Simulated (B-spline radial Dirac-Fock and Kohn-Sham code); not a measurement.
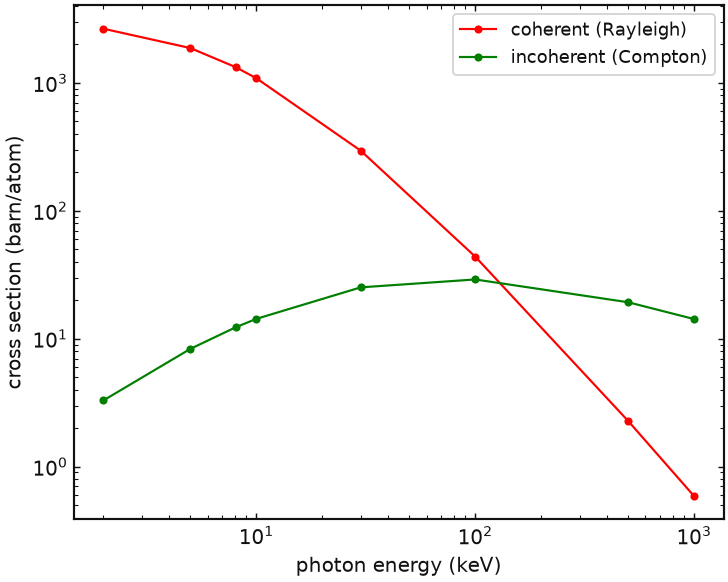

Coherent and incoherent photon scattering cross sections against photon energy, computed at the marked points and joined by straight lines. System: neutral Er ([Xe] 4f11 5d1 6s2), which is not the ground configuration. The calculation used Thomson × f² and Klein–Nishina × S on Dirac–Fock densities, without anomalous dispersion (a radial B-spline solver).

What are the two cross sections at 5.000 keV?

Answer. Coherent 1870 b, incoherent 8.34 b.

Where does Compton scattering overtake Rayleigh scattering?

Answer. Between 100 keV and 500 keV.
